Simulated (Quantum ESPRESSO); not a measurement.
# Voltage at the next charge: Y(0001), 4 layers, one monolayer of F on fcc sites against an electrode

**Set-up.** Quantum ESPRESSO 7.5, PBE, GBRV ultrasoft; ESM with bc3, a metal electrode 7.06 Å above the top atoms; cell area 11.538 Å²; ions fixed. V is the potential energy of an electron at the electrode over the slab's Fermi level, divided by e, so that it equals the work function at zero charge; positive charge removes electrons.

| charge (e a cell) | V (V) |
| --- | --- |
| 0 | 3.074 |
| 0.0173 | 4.908 |
| 0.0346 | 6.756 |

**Question.** What is V at a charge of 0.0692 e, and what capacitance do the rows imply?

By hand: The last two rows give dV/dq = (6.756 − 4.908)/(0.0346 − 0.0173) = 106.8 V/e, so C = 1602/(11.538 × 106.8) = 1.30 µF/cm², an effective gap of 8.854/1.30 = 6.81 Å. At constant C, V = 6.756 + 106.8 × 0.0346 = 10.45 V.

What the calculation gave: V = 10.483 V; the estimate misses by −0.03 V, 0.8 % of the step. Over the three intervals C goes 1.31, 1.30 and 1.29 µF/cm².

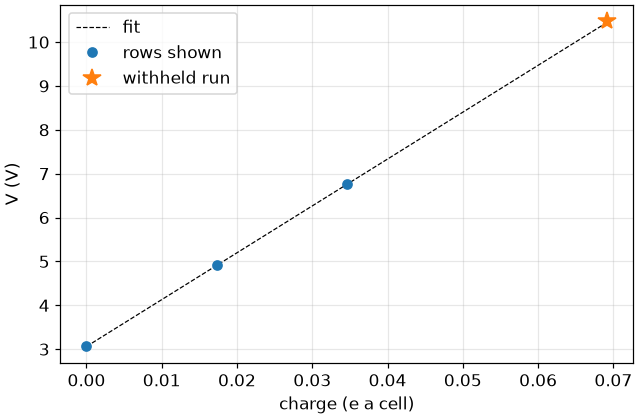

The rows shown, the fit and the withheld run.

**Limits.** Vacuum fills the gap; a dielectric or electrolyte would change C. The slab is thin.
